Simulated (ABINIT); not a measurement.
**A GW run on BN (P6_3/mmc) in ABINIT, with inputs changed**

What do changed inputs do to GW on BN (P6_3/mmc)?

Main program and level: ABINIT 10.8.3; PBE and many-body steps on it, plane waves.

### 1. Starting point

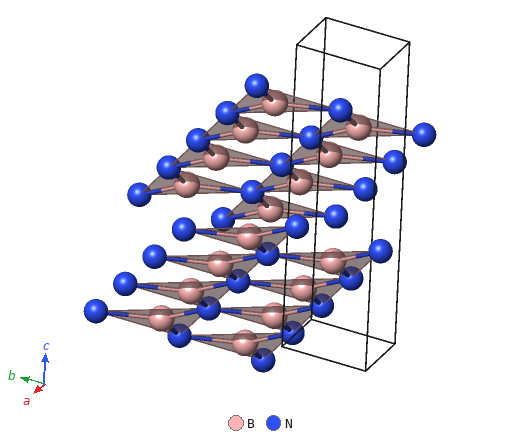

The starting structure, seen from a free direction (boron pink, nitrogen blue). 4×2×1 cells are drawn. Some periodic images of atoms are drawn too.

As a file:

```cif
data_structure
_symmetry_space_group_name_H-M 'P6_3/mmc'
_symmetry_Int_Tables_number 194
_cell_length_a 2.5040
_cell_length_b 2.5040
_cell_length_c 6.6612
_cell_angle_alpha 90.000
_cell_angle_beta 90.000
_cell_angle_gamma 120.000
_cell_volume 36.17
loop_
_atom_site_label
_atom_site_type_symbol
_atom_site_symmetry_multiplicity
_atom_site_Wyckoff_symbol
_atom_site_fract_x
_atom_site_fract_y
_atom_site_fract_z
_atom_site_occupancy
B1 B 2 c 0.33333 0.66667 0.25000 1
N1 N 2 d 0.33333 0.66667 0.75000 1
```

The cell and positions come from the Crystallography Open Database and are kept as given unless a step says otherwise.

### 2. Screening, 6×6×4 mesh, 115 bands, screening to 190.5 eV

This step: ABINIT 10.8.3; RPA screening on PBE, plane waves, norm-conserving pseudopotentials.

The RPA dielectric matrix is built and inverted for each q.

run.abi reads:

```
acell 3*1.0 Angstrom
rprim 
  2.503989999987 0.000000000003 0.000000000000
  -1.251994999996 2.168518950810 0.000000000000
  0.000000000000 0.000000000000 6.661200000000
ntypat 2
znucl 5 7
natom 4
typat 1 1 2 2
xred 
  0.333333333333 0.666666666667 0.250000000000
  0.666666666667 0.333333333333 0.750000000000
  0.333333333333 0.666666666667 0.750000000000
  0.666666666667 0.333333333333 0.250000000000
pp_dirpath "pseudos"
pseudos "B.upf, N.upf"
ecut 36
ngkpt 6 6 4
nshiftk 1
shiftk 0 0 0
kptopt 1
chksymbreak 0
istwfk *1
occopt 1
irdwfk 1
optdriver 3
nband 115
ecuteps 7
inclvkb 2
awtr 1
symchi 1
indata_prefix "in"
outdata_prefix "out"
tmpdata_prefix "tmp"
```

Launch:

```bash
OMP_NUM_THREADS=1 mpirun -n 8 abinit run.abi > log
```

Output:

```text
.Version 10.8.3 of ABINIT. v10.8.2 released Aug 2026.

 Symmetries : space group P6_3/m m c (#194); Bravais hP (primitive hexag.)
[... echo of the input left out ...]
== DATASET  1 ==================================================================
-   mpi_nproc: 8, omp_nthreads: 1 (-1 if OMP is not activated)

--- !DatasetInfo
iteration_state: {dtset: 1, }
dimensions: {natom: 4, nkpt: 21, mband: 115, nsppol: 1, nspinor: 1, nspden: 1, mpw: 2542, }
cutoff_energies: {ecut:  36.0, pawecutdg:  -1.0, }
electrons: {nelect:   1.60000000E+01, charge:   0.00000000E+00, occopt:   1.00000000E+00, tsmear:   1.00000000E-02, }

 SCREENING: Calculation of the susceptibility and dielectric matrices

 Based on a program developped by R.W. Godby, V. Olevano, G. Onida, and L. Reining.
 Incorporated in ABINIT by V. Olevano, G.-M. Rignanese, and M. Torrent.
.Using double precision arithmetic ; gwpc =  8

[... cell and pseudopotentials left out ...]
--------------------------------------------------------------------------------

 ==== K-mesh for the wavefunctions ====
 Number of points in the irreducible wedge :    21
[... list of points left out ...]
 Together with 24 symmetry operations and time-reversal symmetry
 yields   144 points in the full Brillouin Zone.

 ==== Q-mesh for the screening function ====
 Number of points in the irreducible wedge :    21
[... list of points left out ...]
 Together with 24 symmetry operations and time-reversal symmetry
 yields   144 points in the full Brillouin Zone.

 setmesh: FFT mesh size selected  =    15x   15x   50
          total number of points  =        11250

 vcoul_init : cutoff-mode = AUXILIARY_FUNCTION
 q-points for optical limit:   1
     1)      0.000010    0.000020    0.000030

- screening: taking advantage of time-reversal symmetry
- Maximum band index for partially occupied states nbvw = 8
- Remaining bands to be divided among processors   nbcw = 107
- Number of bands treated by each node ~13

 Number of electrons calculated from density =   16.0000; Expected =   16.0000
 average of density, n =  0.065550
 r_s =    1.5386
 omega_plasma =   24.6969 [eV]

 calculating chi0 at frequencies [eV] :
  1    0.000000E+00    0.000000E+00
  2    0.000000E+00    2.469694E+01

--------------------------------------------------------------------------------
  q-point number  1        q = ( 0.000000, 0.000000, 0.000000) [r.l.u.]
--------------------------------------------------------------------------------
[... chi0 elements left out ...]
 For q-point:  0.000010 0.000020 0.000030
  dielectric constant =   4.2250
  dielectric constant without local fields =   4.5496

  Average fulfillment of the sum rule on Im[epsilon] for q-point    1 :     86.86  [%]
[... wings left out ...]
  q-point number  2        q = ( 0.166667, 0.000000, 0.000000) [r.l.u.]
--------------------------------------------------------------------------------
[... chi0 elements left out ...]
  Average fulfillment of the sum rule on Im[epsilon] for q-point    2 :     91.97  [%]

 [... 19 further q-points ...]
```

It took 2 min on 8 MPI ranks of Arm Neoverse V1, shared host; peak memory 1.4 GiB.

Numbers from this step:

- ε∞ with local fields, on this mesh, along the program's q direction: 4.225
- the same without local fields: 4.550
- plasma frequency: 24.70 eV
- plane waves in the screening matrix: 213

Local fields lower ε∞ by 7 %. On a Γ-centred mesh this coarse the value itself is usually too large, while a short band sum pulls it down.

### 3. Base

The self-energy is evaluated for the states that the input lists, and the levels follow from it, in one-shot runs by the linearised quasiparticle equation.

This step: G0W0 on PBE, plane waves, norm-conserving pseudopotentials.

Edit run.abi of step 2 so:

```diff
@@ -25,8 +25,19 @@
 irdwfk 1
-optdriver 3
+optdriver 4
 nband 115
+gwcalctyp 0
+ecutsigx 36
+symsigma 1
+nkptgw 3
+kptgw 
+  0.3333333333 0.3333333333 0.5000000000
+  0.5000000000 0.0000000000 0.0000000000
+  0.0000000000 0.0000000000 0.0000000000
+bdgw 
+  7 10
+  7 10
+  7 10
 ecuteps 7
-inclvkb 2
-awtr 1
-symchi 1
+irdscr 1
+ppmodel 1
 indata_prefix "in"
```

Output:

```text
.Version 10.8.3 of ABINIT. v10.8.2 released Aug 2026.

 Symmetries : space group P6_3/m m c (#194); Bravais hP (primitive hexag.)
[... echo of the input left out ...]
== DATASET  1 ==================================================================
-   mpi_nproc: 8, omp_nthreads: 1 (-1 if OMP is not activated)

--- !DatasetInfo
iteration_state: {dtset: 1, }
dimensions: {natom: 4, nkpt: 21, mband: 115, nsppol: 1, nspinor: 1, nspden: 1, mpw: 2542, }
cutoff_energies: {ecut:  36.0, pawecutdg:  -1.0, }
electrons: {nelect:   1.60000000E+01, charge:   0.00000000E+00, occopt:   1.00000000E+00, tsmear:   1.00000000E-02, }

 SIGMA: Calculation of the GW corrections

 Based on a program developped by R.W. Godby, V. Olevano, G. Onida, and L. Reining.
 Incorporated in ABINIT by V. Olevano, G.-M. Rignanese, and M. Torrent.
.Using double precision arithmetic ; gwpc =  8

[... cell and pseudopotentials left out ...]
--------------------------------------------------------------------------------

 ==== K-mesh for the wavefunctions ====
 Number of points in the irreducible wedge :    21
[... list of points left out ...]
 Together with 24 symmetry operations and time-reversal symmetry
 yields   144 points in the full Brillouin Zone.

 ==== Q-mesh for screening function ====
 Number of points in the irreducible wedge :    21
[... list of points left out ...]
 Together with 24 symmetry operations and time-reversal symmetry
 yields   144 points in the full Brillouin Zone.

 vcoul_init : cutoff-mode = AUXILIARY_FUNCTION
 q-points for optical limit:   1
     1)      0.000010    0.000020    0.000030
 setmesh: FFT mesh size selected  =    24x   24x   72
          total number of points  =        41472

 Number of electrons calculated from density =   16.0000; Expected =   16.0000
 average of density, n =  0.065550
 r_s =    1.5386
 omega_plasma =   24.6969 [eV]

 === KS Band Gaps ===
  >>>> For spin  1
   Minimum direct gap =   4.6696 [eV], located at k-point      :   0.3333  0.3333  0.5000
   Fundamental gap    =   4.3142 [eV], Top of valence bands at :   0.3333  0.3333  0.5000
                                       Bottom of conduction at :   0.5000  0.0000  0.0000
 SIGMA fundamental parameters:
 PLASMON POLE MODEL  1
 number of plane-waves for SigmaX                 2481
 number of plane-waves for SigmaC and W            213
 number of plane-waves for wavefunctions          2481
 number of bands                                   115
 number of independent spin polarizations            1
 number of spinorial components                      1
 number of k-points in IBZ                          21
 number of q-points in IBZ                          21
 number of symmetry operations                      24
 number of k-points in BZ                          144
 number of q-points in BZ                          144
 number of frequencies for dSigma/dE                 9
 frequency step for dSigma/dE [eV]                0.25
 number of omega for Sigma on real axis              0
 max omega for Sigma on real axis  [eV]           0.00
 zcut for avoiding poles [eV]                     0.10

 EPSILON^-1 parameters (SCR file):
 dimension of the eps^-1 matrix on file            213
 dimension of the eps^-1 matrix used               213
 number of plane-waves for wavefunctions          2481
 number of bands                                   115
 number of q-points in IBZ                          21
 number of frequencies                               2
 number of real frequencies                          1
 number of imag frequencies                          1

 matrix elements of self-energy operator (all in [eV])

 Perturbative Calculation

--- !SelfEnergy_ee
iteration_state: {dtset: 1, }
kpoint     : [   0.333,    0.333,    0.500, ]
spin       : 1
KS_gap     :    4.670
QP_gap     :    6.242
Delta_QP_KS:    1.573
data: !SigmaeeData |
     Band     E0 <VxcDFT>   SigX SigC(E0)      Z dSigC/dE  Sig(E)    E-E0       E
        7   2.782 -16.630 -19.896   2.406   0.805  -0.242 -17.322  -0.691   2.090
        8   2.782 -16.630 -19.896   2.406   0.805  -0.242 -17.322  -0.691   2.090
        9   7.451 -10.920  -5.627  -4.234   0.832  -0.201 -10.039   0.881   8.333
       10   7.451 -10.920  -5.627  -4.234   0.832  -0.201 -10.039   0.881   8.333

--- !SelfEnergy_ee
iteration_state: {dtset: 1, }
kpoint     : [   0.500,    0.000,    0.000, ]
spin       : 1
KS_gap     :    4.750
QP_gap     :    6.271
Delta_QP_KS:    1.521
data: !SigmaeeData |
     Band     E0 <VxcDFT>   SigX SigC(E0)      Z dSigC/dE  Sig(E)    E-E0       E
        7   1.355 -14.859 -18.586   2.532   0.805  -0.242 -15.821  -0.963   0.392
        8   2.345 -16.389 -19.872   2.537   0.803  -0.245 -17.149  -0.759   1.586
[...]
--- !SelfEnergy_ee
iteration_state: {dtset: 1, }
kpoint     : [   0.000,    0.000,    0.000, ]
spin       : 1
KS_gap     :    6.581
QP_gap     :    7.832
Delta_QP_KS:    1.251
data: !SigmaeeData |
     Band     E0 <VxcDFT>   SigX SigC(E0)      Z dSigC/dE  Sig(E)    E-E0       E
[...]
8   1.476 -18.428 -22.714   3.144   0.812  -0.232 -19.355  -0.926   0.549
        9   8.056  -8.607  -4.485  -3.743   0.854  -0.171  -8.283   0.325   8.381
       10  13.045 -13.671  -7.109  -4.862   0.803  -0.245 -12.306   1.365  14.410

== END DATASET(S) ==============================================================
================================================================================

 -outvars: echo values of variables after computation  --------
           etotal      0.0000000000E+00
            nband         115
             nkpt          21
          spgroup         194
 [... the other variables as echoed above ...]

 Calculation completed.
```

Wall time 30 s (8 MPI ranks); peak memory 1.6 GiB; 2.6 min of CPU time.

Numbers from this step:

| Quantity | Value |
| --- | --- |
| G0W0 gap on the points computed | 5.767 eV |
| starting gap on the mesh | 4.314 eV |
| k of the valence top | 0.3333, 0.3333, 0.5 |
| k of the conduction bottom | 0.5, 0, 0 |
| Z at the valence top | 0.805 |
| Z at the conduction bottom | 0.84 |
| least direct G0W0 gap on the computed points | 6.243 eV |

The gap on the mesh goes from 4.31 eV to 5.77 eV, a correction of +1.45 eV.

### 4. Coulomb singularity

Edit run.abi of step 3 so:

```diff
@@ -42,2 +42,3 @@
 ppmodel 1
+gw_icutcoul 3
 indata_prefix "in"
```

Output:

```text
.Version 10.8.3 of ABINIT. v10.8.2 released Aug 2026.

 Symmetries : space group P6_3/m m c (#194); Bravais hP (primitive hexag.)
[... echo of the input left out ...]
== DATASET  1 ==================================================================
-   mpi_nproc: 8, omp_nthreads: 1 (-1 if OMP is not activated)

--- !DatasetInfo
iteration_state: {dtset: 1, }
dimensions: {natom: 4, nkpt: 21, mband: 115, nsppol: 1, nspinor: 1, nspden: 1, mpw: 2542, }
cutoff_energies: {ecut:  36.0, pawecutdg:  -1.0, }
electrons: {nelect:   1.60000000E+01, charge:   0.00000000E+00, occopt:   1.00000000E+00, tsmear:   1.00000000E-02, }

 SIGMA: Calculation of the GW corrections

 Based on a program developped by R.W. Godby, V. Olevano, G. Onida, and L. Reining.
 Incorporated in ABINIT by V. Olevano, G.-M. Rignanese, and M. Torrent.
.Using double precision arithmetic ; gwpc =  8

[... cell and pseudopotentials left out ...]
--------------------------------------------------------------------------------

 ==== K-mesh for the wavefunctions ====
 Number of points in the irreducible wedge :    21
[... list of points left out ...]
 Together with 24 symmetry operations and time-reversal symmetry
 yields   144 points in the full Brillouin Zone.

 ==== Q-mesh for screening function ====
 Number of points in the irreducible wedge :    21
[... list of points left out ...]
 Together with 24 symmetry operations and time-reversal symmetry
 yields   144 points in the full Brillouin Zone.

 vcoul_init : cutoff-mode = CRYSTAL
 q-points for optical limit:   1
     1)      0.000010    0.000020    0.000030
 setmesh: FFT mesh size selected  =    24x   24x   72
          total number of points  =        41472

 Number of electrons calculated from density =   16.0000; Expected =   16.0000
[...]
number of plane-waves for wavefunctions          2481
 number of bands                                   115
 number of q-points in IBZ                          21
 number of frequencies                               2
 number of real frequencies                          1
 number of imag frequencies                          1

 matrix elements of self-energy operator (all in [eV])

 Perturbative Calculation

--- !SelfEnergy_ee
iteration_state: {dtset: 1, }
kpoint     : [   0.333,    0.333,    0.500, ]
spin       : 1
KS_gap     :    4.670
QP_gap     :    6.270
Delta_QP_KS:    1.600
data: !SigmaeeData |
     Band     E0 <VxcDFT>   SigX SigC(E0)      Z dSigC/dE  Sig(E)    E-E0       E
        7   2.782 -16.630 -20.071   2.473   0.803  -0.245 -17.407  -0.777   2.005
        8   2.782 -16.630 -20.071   2.473   0.803  -0.245 -17.407  -0.777   2.005
        9   7.451 -10.920  -5.627  -4.301   0.830  -0.204 -10.096   0.824   8.275
[...]
--- !SelfEnergy_ee
iteration_state: {dtset: 1, }
kpoint     : [   0.500,    0.000,    0.000, ]
spin       : 1
KS_gap     :    4.750
QP_gap     :    6.298
Delta_QP_KS:    1.548
data: !SigmaeeData |
     Band     E0 <VxcDFT>   SigX SigC(E0)      Z dSigC/dE  Sig(E)    E-E0       E
[...]
--- !SelfEnergy_ee
iteration_state: {dtset: 1, }
kpoint     : [   0.000,    0.000,    0.000, ]
spin       : 1
KS_gap     :    6.581
QP_gap     :    7.859
Delta_QP_KS:    1.279
data: !SigmaeeData |
     Band     E0 <VxcDFT>   SigX SigC(E0)      Z dSigC/dE  Sig(E)    E-E0       E
[...]
9   8.056  -8.607  -4.485  -3.809   0.852  -0.174  -8.340   0.267   8.323
       10  13.045 -13.671  -7.109  -4.929   0.801  -0.248 -12.362   1.308  14.353

== END DATASET(S) ==============================================================
================================================================================

 -outvars: echo values of variables after computation  --------
           etotal      0.0000000000E+00
            nband         115
             nkpt          21
          spgroup         194
 [... the other variables as echoed above ...]

 Calculation completed.
```

Wall time 36 s (8 MPI ranks); peak memory 1.6 GiB.

This step gave:

```
G0W0 gap on the points computed              : 5.794 eV
starting gap on the mesh                     : 4.314 eV
k of the valence top                         : 0.3333, 0.3333, 0.5
k of the conduction bottom                   : 0.5, 0, 0
Z at the valence top                         : 0.803
Z at the conduction bottom                   : 0.838
least direct G0W0 gap on the computed points : 6.270 eV
```

Against G0W0 in ABINIT (6×6×4 mesh, 115 bands, screening to 190.5 eV, Godby-Needs plasmon pole), the gap moves by +0.027 eV.

### 5. The runs together

Times are wall times on 8 MPI ranks of Arm Neoverse V1, shared host, good to a factor of about two. A run's time includes the screening step that it read.

```
                run   mesh  bands  screening cutoff (eV)  DFT gap (eV)  gap on the mesh (eV)  direct (eV)  ε∞ used     time
               base  6×6×4    115                  190.5         4.314                 5.767        6.243     4.22  2.5 min
Coulomb singularity  6×6×4    115                  190.5         4.314                 5.794        6.270     4.22  2.6 min
```

### 6. Results

| Quantity | Value |
| --- | --- |
| base | 5.767 eV |
| Coulomb singularity | 5.794 eV |
| known limits | not at the basis limit; coarse k mesh |

In words: Coulomb singularity: +0.027 eV against base (keys changed: gw_icutcoul). Bands and cutoff are finite, so the gap is not at the basis limit. The miss can reach some tenths of an eV and take either sign; the mesh is an error of its own. In the G0W0 runs levels were corrected at 3 k points alone, so a gap called «on the mesh» is the least over those, and an edge elsewhere would be missed. The 6×6×4 mesh is coarse for this cell, which bears on the long-range parts of exchange and screening.

[Paths, hosts, dates, memory and timing lines, banners, echoed tables and standing remarks are left out of the program output.]

[Logs are printed without paths, hosts, clocks, repeated set-up lines and the standing remarks that a program may print on its own settings, such as how far it seeks lower states.]

[Runs of the session that timed out or met a known fault of the program may be left out.]

[Hosts, paths, dates, database ids (printed as entryN), source tags and the programs' standing remarks are cut or masked in the printed files.]

[G0W0 gaps are taken among the corrected bands and points alone; a level outside them can change the order at an edge.]

[Where Ansatz stands beside ABINIT at settings called matched, ABINIT's density can come from a denser mesh and the files from another edition; pairs whose starting gaps differed by over 0.03 eV were left out, so agreement reads better than it is.]
